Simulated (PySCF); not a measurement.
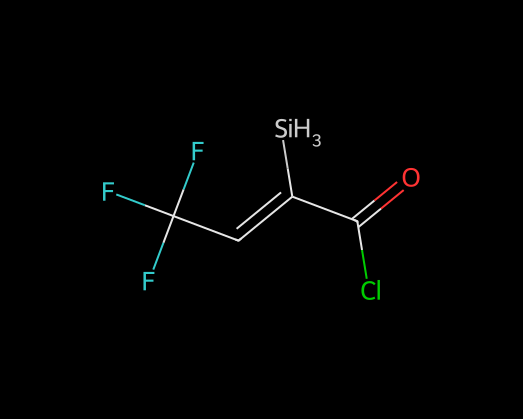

Computed geometry: GFN2-xTB optimisation. No frequency run is at hand to confirm it as a minimum. Method: PBE0/pcSseg-1, gas phase (PySCF 2.14.0).

**Give the HOMO energy (Kohn–Sham orbital) at this level.**

−8.88 eV.

**Estimate the dipole moment.**

1.06 D.

**Give the LUMO energy (Kohn–Sham orbital) at this level.**

−2.59 eV.

The geometry is semi-empirical. Around Si such bond lengths and angles can be off by a tenth of an ångström or more and by several degrees, and values that hang on the shape move with them.
